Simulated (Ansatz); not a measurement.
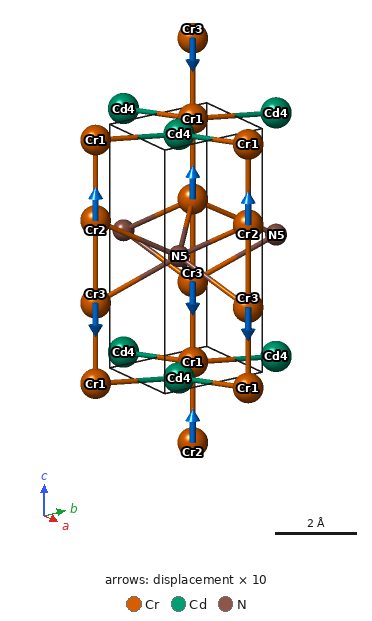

A relaxation of solid Cr$_{3}$CdN (a generated structure, set up in P-6m2) (coarse preliminary run). The starting structure is drawn; blue arrows show the displacements (the part carried along by the change of the cell is left out), magnified 10 times.

A ball-and-stick model of the cell of the calculation, seen slightly off an axis.

Level of theory: Ansatz, DFT PBE, scalar-relativistic, plane waves, PAW.

Input
```yaml
crystal:
  lattice:
    - [3.85456011, 0.0, 0.0]
    - [-1.92728005, 3.33814697, 0.0]
    - [0.0, 0.0, 6.17897683]
  atoms:
    - { symbol: Cr, position: [0.33333333, 0.66666667, 0.0], spin: 3.0 }
    - { symbol: Cr, position: [0.33333333, 0.66666667, 0.66983396], spin: 3.0 }
    - { symbol: Cr, position: [0.33333333, 0.66666667, 0.33016604], spin: 3.0 }
    - { symbol: Cd, position: [0.66666667, 0.33333333, 0.0] }
    - { symbol: "N", position: [0.66666667, 0.33333333, 0.5] }
basis:
  ecutwfc: 420
kpoints:
  mp_grid: { grid: [6, 6, 4] }
hamiltonian:
  xc: pbe
scf:
  occupations: { method: gaussian, width: 0.1 }
  lower_state_search: "off"
output:
  forces: true
  stress: true
  eigenvalues: true
  populations: true
magnetization:
  spin_polarized: true
relax:
  adjacent_minimum: "off"
  f_tol: 0.04
  max_steps: 70
  cell: { stress_tol: 0.4 }
```

Command:
```bash
ansatz run input.yaml --threads 1 --pin off --max-ram 2560MiB --backend cpu --events-out ev --progress --plain --runs-dir out
```

Question: Which element moves most?

Answer: Chromium: up to 0.087 Å, against 0.000 Å for nitrogen.

Question: What did the optimiser do to the structure, and how much energy did it gain?

Answer: The largest moves relative to the cell, 0.087 Å, are those of Cr2 and Cr3. Cr3 goes along −c. N and Cd stay in place. Cell: a = b 3.855 → 4.082 Å (+5.9 %), c 6.179 → 6.919 Å (+12.0 %). Volume +25.6 %. Some distances before and after: Cr2–Cr3 2.099 → 2.524 Å, Cr2–N5 2.460 → 2.673 Å, Cr1–Cr2 2.040 → 2.198 Å, Cr1–Cd4 2.225 → 2.357 Å. The space group stays P-6m2 (No. 187). After 7 accepted moves (9 points after the start) the energy has fallen by 0.851 eV per cell of the calculation. The largest force component goes from 1.7 to 0.0012 eV/Å. The pressure goes from 14.23 to −0.07 GPa. At 2 points the geometry stayed and the basis and grid were re-selected for the new cell (energy shift of 60.8 meV per cell of the calculation at most each time). The program noted that the starting moments weren't kept. The run took 78 s on 1 thread of AMD EPYC 9R45 96-Core Processor (Zen 5), on a shared host, peak memory 0.47 GiB.
